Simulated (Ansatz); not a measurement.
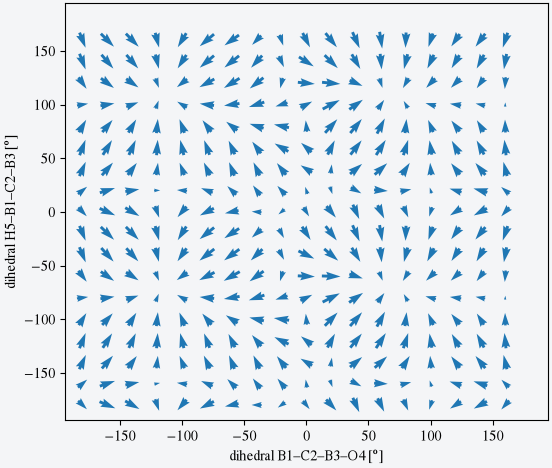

CH₆B₂O, SMILES BCBO. Coordinates scanned: (1) dihedral B1–C2–B3–O4; (2) dihedral H5–B1–C2–B3. Nothing is relaxed (all other coordinates rigid). The scan uses an 18 × 18 grid. The calculation used RHF/def2-SVP in Ansatz 0.2.0.

Drawn: arrows along the force (downhill), their lengths compressed.

### The arrows alone are given. Where are the wells?

The arrows converge at about dihedral B1–C2–B3–O4 = −115°, dihedral H5–B1–C2–B3 = 110°; about dihedral B1–C2–B3–O4 = −115°, dihedral H5–B1–C2–B3 = −70° (0.10 kcal/mol up); about dihedral B1–C2–B3–O4 = 70°, dihedral H5–B1–C2–B3 = 110° (0.7 kcal/mol up); about dihedral B1–C2–B3–O4 = 70°, dihedral H5–B1–C2–B3 = −70° (0.8 kcal/mol up) (read from the interpolated surface).

The energy map of the same scan:

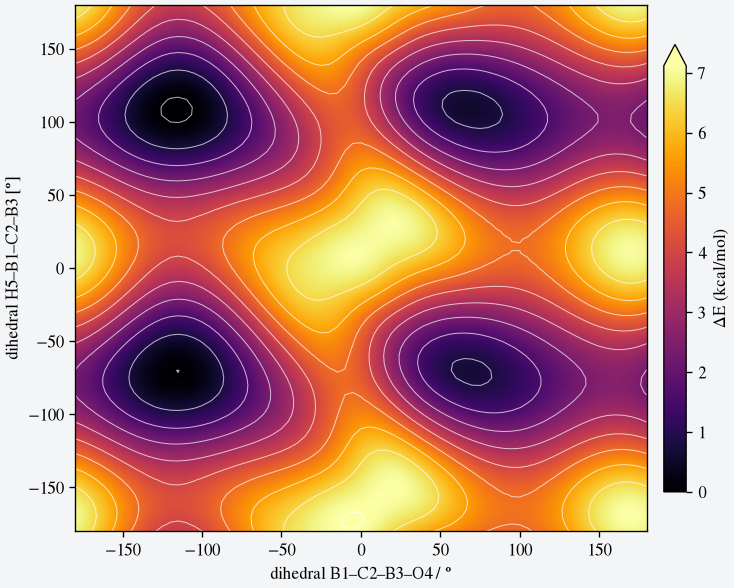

Energies are in kcal/mol, from the lowest grid point; between grid points the surface is interpolated.
